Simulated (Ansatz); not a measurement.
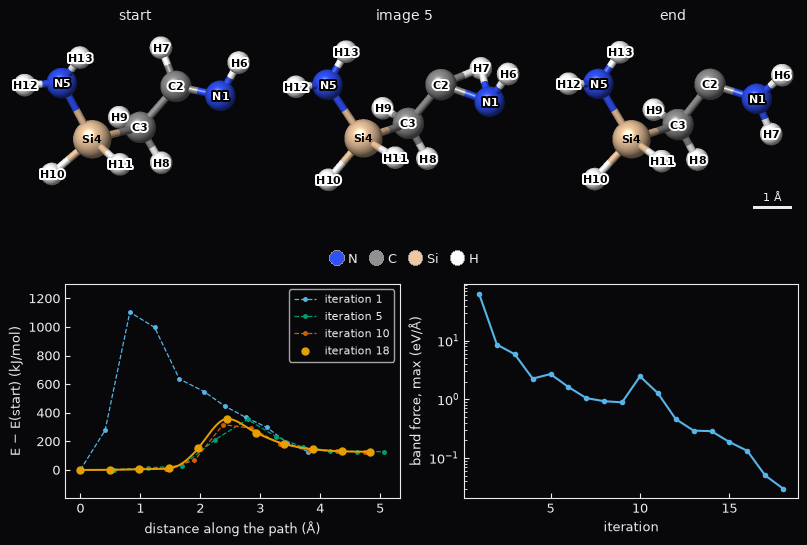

A search for the minimum-energy path of C2H8N2Si by the nudged elastic band. Images are numbered from 0 (start) to 10 (end). The plot follows the band through its iterations. A ball-and-stick model, seen at a tilt.

Computed with RKS PBE-D4/def2-mTZVP in Ansatz. Settings: 9 movable images; climbing image; force threshold 0.05 eV/Å; iteration limit 60; starting path through a guess of the saddle point.

**Did the band converge, and can the barrier be trusted?**

The result is final at these settings. The band converged in 18 iterations. The largest component of the band force went from 64 to 0.03 eV/Å. The climbing image converged on the top of the path. Its vibrational analysis gives one imaginary mode (1493i cm⁻¹), as a transition state must have. The first iteration put the highest image at 1103.6 kJ/mol. The energy climbs by 357.3 kJ/mol to image 5 and then falls by 230.0 kJ/mol, so the end point sits at +127.3 kJ/mol.
